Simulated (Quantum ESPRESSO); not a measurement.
## HfO2 (Fm-3m): a worked LO-TO splitting

How high does the longitudinal optical mode of HfO2 (Fm-3m) lie, given the transverse one, the Born charge and ε∞?

Method: DFT LDA, scalar-relativistic, plane waves, PseudoDojo norm-conserving pseudopotentials, in Quantum ESPRESSO 7.5.

## 1. The relaxed structure

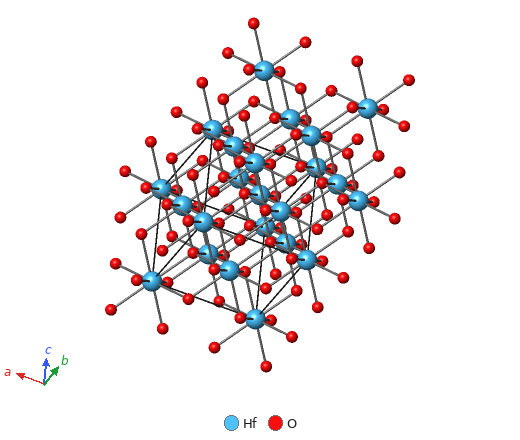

Start, viewed from a free direction; hafnium blue, oxygen red. 1×2×1 cells are drawn. This picture shows the conventional cell, with its axes. Some periodic images of atoms are drawn too.

This is the cell after its relaxation at this level of theory, not the database cell from which that began.

## 2. What the response run gave

A linear-response run on the relaxed cell, with the response to an electric field; only its zone-centre results are used. Cutoff 92 Ry, k mesh 8×8×8.

Log:

```text
[banners, grids, parts of the stress and lines that vanish by symmetry left out]
Program PHONON v.7.5
     Reading xml data from directory:

[...]
Exchange-correlation= PW
                           (   1   4   0   0   0   0   0)
[...]
kinetic-energy cut-off    =      92.0000  Ry
     charge density cut-off    =     368.0000  Ry
     convergence threshold     =      1.0E-18
[...]
Exchange-correlation= PW
                           (   1   4   0   0   0   0   0)
[...]
q = (   0.0000000   0.0000000   0.0000000 )
     49 Sym.Ops. (with q -> -q+G )
     G cutoff =  819.5009  (  24597 G-vectors)     FFT grid: ( 45, 45, 45)
     number of k points=    29
[...]
Mode symmetry, O_h (m-3m)  point group:
[...]
Dielectric constant
[...]
End of electric fields calculation
          Dielectric constant in cartesian axis
          (       5.228114848      -0.000000000      -0.000000000 )
          (      -0.000000000       5.228114848       0.000000000 )
          (      -0.000000000      -0.000000000       5.228114848 )
          Effective charges (d Force / dE) in cartesian axis without acoustic sum rule applied (asr)
           atom    1  Hf    Mean Z*:        5.54601
      Ex  (        5.54601        0.00000        0.00000 )
      Ey  (        0.00000        5.54601       -0.00000 )
      Ez  (        0.00000       -0.00000        5.54601 )
           atom    2  O     Mean Z*:       -2.77273
      Ex  (       -2.77273       -0.00000       -0.00000 )
      Ey  (       -0.00000       -2.77273       -0.00000 )
      Ez  (        0.00000       -0.00000       -2.77273 )
           atom    3  O     Mean Z*:       -2.77273
      Ex  (       -2.77273        0.00000        0.00000 )
      Ey  (        0.00000       -2.77273        0.00000 )
      Ez  (        0.00000        0.00000       -2.77273 )
          Effective charges Sum: Mean:        0.00054
[...]
Effective charges (d Force / dE) in cartesian axis with asr applied:
           atom    1  Hf    Mean Z*:        5.54583
[...]
atom    2  O     Mean Z*:       -2.77291
[...]
atom    3  O     Mean Z*:       -2.77291
[...]
Representation #   1 modes #   1   2   3
[...]
End of self-consistent calculation
     Convergence has been achieved
     Representation #   2 modes #   4   5   6
[...]
End of self-consistent calculation
     Convergence has been achieved
     Representation #   3 modes #   7   8   9
[...]
End of self-consistent calculation
     Convergence has been achieved
[...]
Dielectric constant in cartesian axis
          (       5.228114848      -0.000000000      -0.000000000 )
          (      -0.000000000       5.228114848       0.000000000 )
          (      -0.000000000      -0.000000000       5.228114848 )
          Effective charges (d Force / dE) in cartesian axis without acoustic sum rule applied (asr)
           atom    1  Hf    Mean Z*:        5.54601
      Ex  (        5.54601        0.00000        0.00000 )
      Ey  (        0.00000        5.54601       -0.00000 )
      Ez  (        0.00000       -0.00000        5.54601 )
           atom    2  O     Mean Z*:       -2.77273
      Ex  (       -2.77273       -0.00000       -0.00000 )
      Ey  (       -0.00000       -2.77273       -0.00000 )
      Ez  (        0.00000       -0.00000       -2.77273 )
           atom    3  O     Mean Z*:       -2.77273
      Ex  (       -2.77273        0.00000        0.00000 )
      Ey  (        0.00000       -2.77273        0.00000 )
      Ez  (        0.00000        0.00000       -2.77273 )
          Effective charges Sum: Mean:        0.00054
[...]
Effective charges (d Force / dE) in cartesian axis with asr applied:
           atom    1  Hf    Mean Z*:        5.54583
[...]
atom    2  O     Mean Z*:       -2.77291
[...]
atom    3  O     Mean Z*:       -2.77291
[...]
q = (    0.000000000   0.000000000   0.000000000 )
[...]
freq (    1) =       0.031399 [THz] =       1.047363 [cm-1]
     freq (    2) =       0.031399 [THz] =       1.047363 [cm-1]
     freq (    3) =       0.031399 [THz] =       1.047363 [cm-1]
     freq (    4) =       7.758073 [THz] =     258.781468 [cm-1]
     freq (    5) =       7.758073 [THz] =     258.781468 [cm-1]
     freq (    6) =       7.758073 [THz] =     258.781468 [cm-1]
     freq (    7) =      18.334083 [THz] =     611.559184 [cm-1]
     freq (    8) =      18.334083 [THz] =     611.559184 [cm-1]
     freq (    9) =      18.334083 [THz] =     611.559184 [cm-1]
[...]
Mode symmetry, O_h (m-3m)  point group:
     freq (   1-   3) =          1.0  [cm-1]   --> T_1u G_15  G_4- I
     freq (   4-   6) =        258.8  [cm-1]   --> T_1u G_15  G_4- I
     freq (   7-   9) =        611.6  [cm-1]   --> T_2g G_25' G_5+ R

   JOB DONE.
```

```csv
quantity,value
cell volume Ω (Å³),30.538
mass of Hf (u),178.490
mass of O (u),15.999
"Born charge of Hf, raw (e)",5.546
"Born charge of O, raw (e)",-2.773
ε∞,5.228
ω(TO) after the sum rule (cm⁻¹),258.8
```

## 3. The calculation

The charges must sum to zero over the cell; taking off their mean, 0.000 e, leaves Z* = 5.546 e on Hf. In the polar mode Hf moves against the two O, so the reduced mass is μ = 178.49 × 32.00 / 210.49 = 27.134 u.

A longitudinal wave builds up a field that adds to the restoring force: ω(LO)² = ω(TO)² + 4π Z*² / (μ Ω ε∞), in Hartree atomic units. With μ = 49462 electron masses and Ω = 206.08 bohr³ the second term is 7.2526e-06 Ha², or 349351 cm⁻² (1 Ha = 219474.6 cm⁻¹).

So ω(LO) = √(66962 + 349351) = 645.2 cm⁻¹, and by the Lyddane-Sachs-Teller relation ε₀ = ε∞ (ω(LO)/ω(TO))² = 32.50.

## 4. Check against the program

The analysis program adds the same non-analytic term to the full matrix, here for q along (1 0 0).

Log:

```text
[banners, grids, parts of the stress and lines that vanish by symmetry left out]
[banner, memory and clock lines left out]
Program DYNMAT v.7.5

     Reading Dynamical Matrix from file g.dyn
     ...Force constants read
     ...epsilon and Z* read

     Polarizability (A^3 units)
     multiply by 0.415046 for Clausius-Mossotti correction
        10.274776   -0.000000   -0.000000
        -0.000000   10.274776   -0.000000
        -0.000000    0.000000   10.274776

     IR activities are in (D/A)^2/amu units

# mode   [cm-1]    [THz]      IR
    1     -0.00   -0.0000    0.0000
    2     -0.00   -0.0000    0.0000
[...]
8    611.55   18.3339    0.0000
    9    645.23   19.3434   26.1512

[end of the log left out, with the tail of the file of modes that dynmat.x writes under the same name]
```

ε₀ comes from the program's run without a direction of q.

```csv
quantity,by hand,program
ω(LO) (cm⁻¹),645.2,645.2
ε₀,32.50,32.50
```

## 5. Outcome

```
TO mode                    : 258.8 cm⁻¹
LO mode                    : 645.2 cm⁻¹
static dielectric constant : 32.50
```

What this shows: The LO mode of HfO2 (Fm-3m) lies at 645 cm⁻¹, 386 cm⁻¹ above the TO mode; the formula meets the program within 0.1 cm⁻¹, as it must for a cubic crystal with one polar mode. ω(LO)² − ω(TO)² goes with Z*²/ε∞: an error of 5 % in ε∞ would move the LO mode by 13.0 cm⁻¹, and semilocal functionals tend to overestimate ε∞. These are harmonic values at zero temperature, at the volume of this functional, for the structure held cubic; stability elsewhere in the zone is no part of this calculation.

[Host names and launcher messages were left out of these logs when they were recorded.]

[Logs are printed without paths, hosts, clocks, repeated set-up lines and the standing remarks that a program may print on its own settings, such as how far it seeks lower states.]

[Hosts, paths, dates, database ids (printed as entryN), source tags and the programs' standing remarks are cut or masked in the printed files.]
